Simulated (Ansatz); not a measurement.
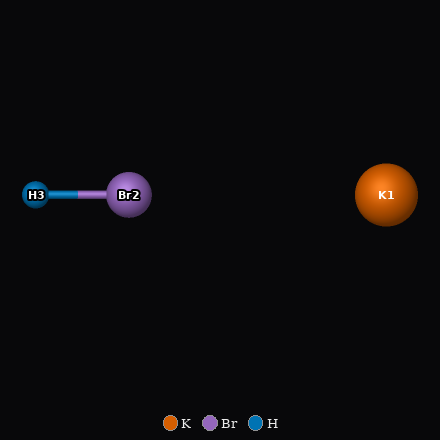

The system is K⁺ + BrH; the picture shows the reference structure. First axis: distance K1–Br2. Second axis: distance Br2–H3. Nothing is relaxed (the angle K1–Br2–H3 is fixed at 180 degrees). The grid has 17 × 17 points. Points are written as (first, second). Energies: kcal/mol, counted from K with charge +1 far from the relaxed BrH (each part in its own basis). The reference is spin-restricted, so regions where a bond is pulled apart into radicals lie too high. Level of theory: RKS PBE0-D4/def2-SVPD (Ansatz).

Its coordinates:

```json
{"atom": "K", "x (Å)": "-3.9600", "y (Å)": "0.0000", "z (Å)": "0.0000"}
{"atom": "Br", "x (Å)": "0.0000", "y (Å)": "0.0000", "z (Å)": "0.0000"}
{"atom": "H", "x (Å)": "1.4350", "y (Å)": "0.0000", "z (Å)": "0.0000"}
```

Range: distance K1–Br2 from 2.584 to 4.584 Å; distance Br2–H3 from 1.208 to 3.208 Å.

**Predict the map.**

The lowest grid point is at (3.960 Å, 1.435 Å), −3.3 kcal/mol from K with charge +1 far from the relaxed BrH (each part in its own basis). The highest grid point, (2.584 Å, 3.208 Å), lies 126 kcal/mol above the lowest.

```tsv
distance Br2–H3 ↓, distance K1–Br2 →	2.584	2.718	2.914	3.143	3.396	3.670	3.960	4.265	4.584
3.047	117	111	107	106	106	106	107	108	109
2.735	104	98	94	92	92	93	93	94	95
2.437	86	81	77	75	75	75	75	76	76
2.155	65	59	55	53	53	53	53	54	54
1.891	41	36	31	29	29	29	29	29	30
1.649	20	14	10	8	7	7	7	7	8
1.435	10	4	−1	−3	−3	−3	−3	−3	−3
1.262	20	15	10	8	8	7	7	8	8
```

The table holds every second grid line.

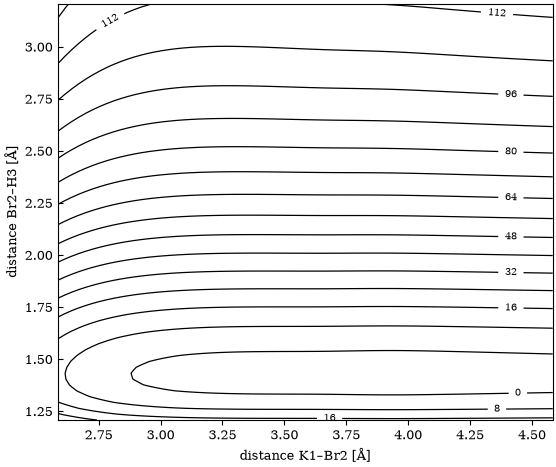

Drawn: contour lines labelled in kcal/mol. Between grid points the surface is interpolated.

Each point was launched as `ansatz run input.yaml --threads 1 --pin off --max-ram 2560MiB --backend cpu --events-out ev --progress --plain --runs-dir out`. Time for the 289 points that were run: 25 min on 1 thread of Arm Neoverse N1, with other jobs on the host.
